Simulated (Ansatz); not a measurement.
System: RuPt$_{2}$.

The calculation's input:

```
crystal:
  lattice:
    - [2.7589269419, 0.0, 0.0]
    - [-1.3794634709, 2.3893008189, 0.0]
    - [0.0, 0.0, 13.6659298959]
  atoms:
    - { symbol: Ru, position: [0.0, 0.0, 0.25] }
    - { symbol: Ru, position: [0.0, 0.0, 0.75] }
    - { symbol: Pt, position: [0.3333333333, 0.6666666667, 0.0874321038] }
    - { symbol: Pt, position: [0.6666666667, 0.3333333333, 0.5874321038] }
    - { symbol: Pt, position: [0.3333333333, 0.6666666667, 0.4125678962] }
    - { symbol: Pt, position: [0.6666666667, 0.3333333333, 0.9125678962] }
basis:
  ecutwfc: 420
kpoints:
  mp_grid: { grid: [18, 18, 4] }
hamiltonian:
  xc: pbe
scf:
  occupations: { method: gaussian, width: 0.1 }
output:
  forces: true
  stress: true
  eigenvalues: true
  write_density: true
  write_potential: true
  elf: true
  volumetric_format: npy
relax:
  adjacent_minimum: "off"
  f_tol: 0.01
  max_steps: 80
  cell: { stress_tol: 0.05 }
```

Command:

```sh
ansatz run input.yaml --threads 1 --pin off --max-ram 2560MiB --backend cpu --events-out ev --progress --plain --runs-dir out
```

Below, planes, directions and counts refer to the conventional cell (a = 2.78 Å, b = 2.78 Å, c = 13.52 Å, α = 90.00°, β = 90.00°, γ = 120.00°).

The fields are those of the relaxed geometry.

Space group P6₃/mmc; a structure generated by program, which may or may not match a known phase; computed without spin polarisation.

Computed with DFT PBE, scalar-relativistic, plane waves, PAW (Ansatz 0.2.0).

Question: What will maps of the valence pseudo-density and electron localisation function show?

Answer: Ru–Ru (2.78 Å): the density is about 0.34 e/Å³ at the midpoint; the ELF is about 0.30 at the midpoint: no shared electron pair shows on this line.
Pt–Pt (2.78 Å): ρ at the midpoint is about 0.38 e/Å³; the ELF is about 0.30 at the midpoint: no localised pair shows between them.

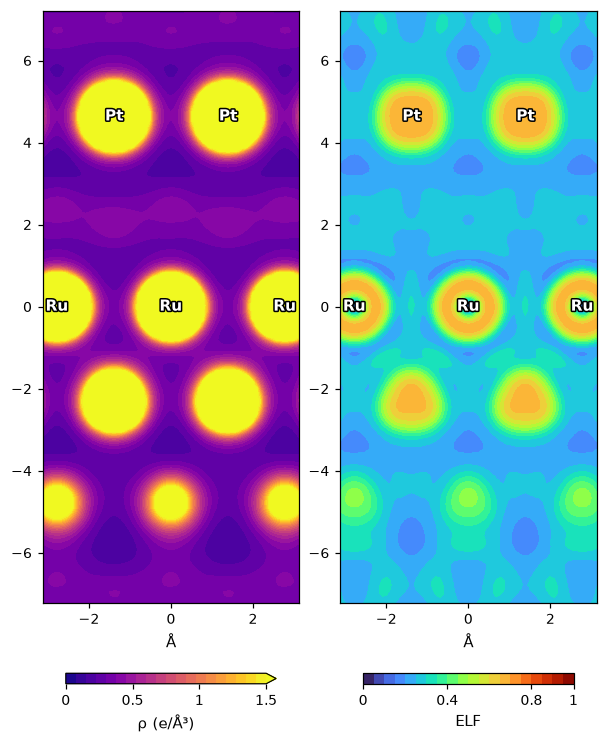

Computed valence pseudo-density and electron localisation function on the (101) plane of the conventional cell, in this order. Atoms just off the plane (Pt, 0.4 Å away) can leave unmarked features too.

Core electrons are frozen (PAW), and the valence fields are smoothed inside the atomic spheres.
